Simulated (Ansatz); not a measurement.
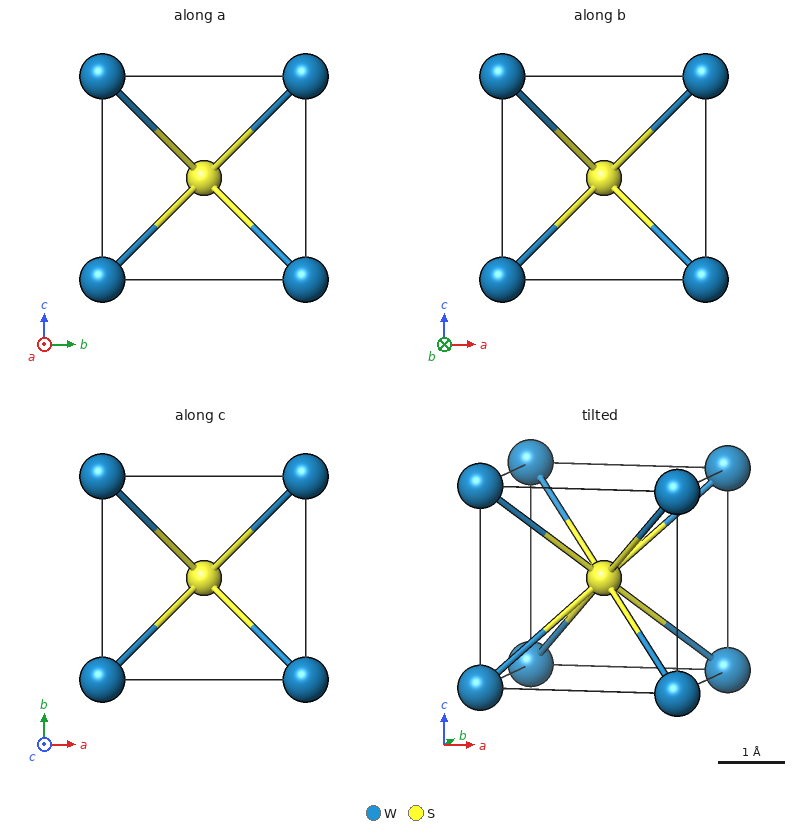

Shown here is a ball-and-stick view of the crystal, taken along the a axis, along the b axis, along the c axis and slightly off an axis. The conventional unit cell is outlined; an atom on or near a face, edge or corner is repeated at each equivalent position.

Lattice parameters: a = 3.124 Å, b = 3.124 Å, c = 3.124 Å, α = 90.00°, β = 90.00°, γ = 90.00°.

Convert the drawing into a table of Wyckoff sites.

Answer. Space group Pm-3m (No. 221).
```
atom  site       x       y       z
   W    1a  0.0000  0.0000  0.0000
   S    1b  0.5000  0.5000  0.5000
```

The structure was taken from a structure type filled with these elements by a generator (whether the compound takes this form wasn't checked). Earlier steps of the study, as a rule a relaxation of our own, may have changed the cell and positions, so they can lie some per cent off the listed ones. An electronic-structure calculation with Ansatz was run on it.

At this level of theory the run's own cell isn't at rest (compressed, at 39 GPa), so its distances can differ from those at equilibrium, the more so the softer the solid.
